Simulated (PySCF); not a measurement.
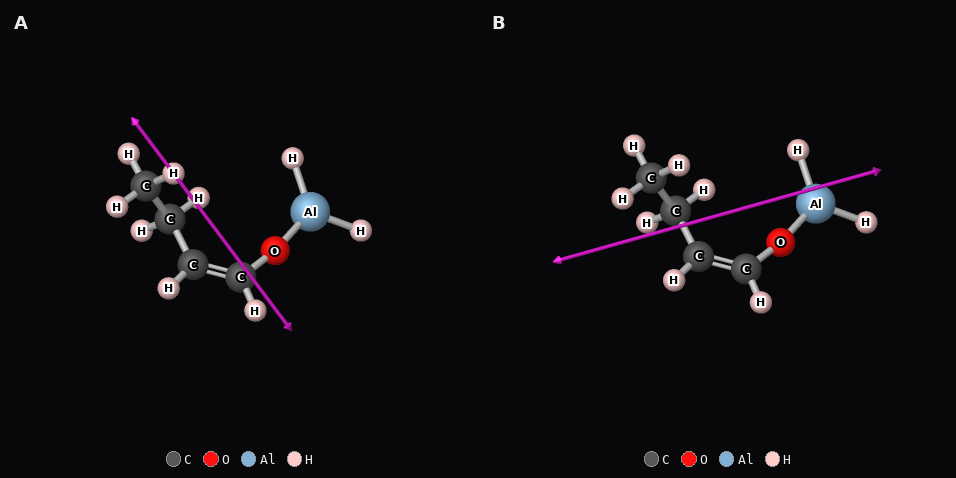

The double arrows show the directions of two transition dipoles from the ground state (lengths mean nothing). Computed geometry: GFN2-xTB optimisation. No frequency run is at hand to confirm it as a minimum. Level of theory: TDDFT B3LYP/def2-SVPD, vertical, gas phase, core orbitals frozen in the response (PySCF 2.14.0).

One belongs to singlet state 1 and one to singlet state 4. Which is which?

A: state 4, 6.29 eV (197 nm), oscillator strength 0.032, mainly HOMO → LUMO+2 (weight 0.69).
B: state 1, 4.46 eV (278 nm), oscillator strength 0.10, mainly HOMO → LUMO (weight 0.99).

The geometry is semi-empirical. Around Al such bond lengths and angles can be off by a tenth of an ångström or more and by several degrees, and values that hang on the shape move with them.
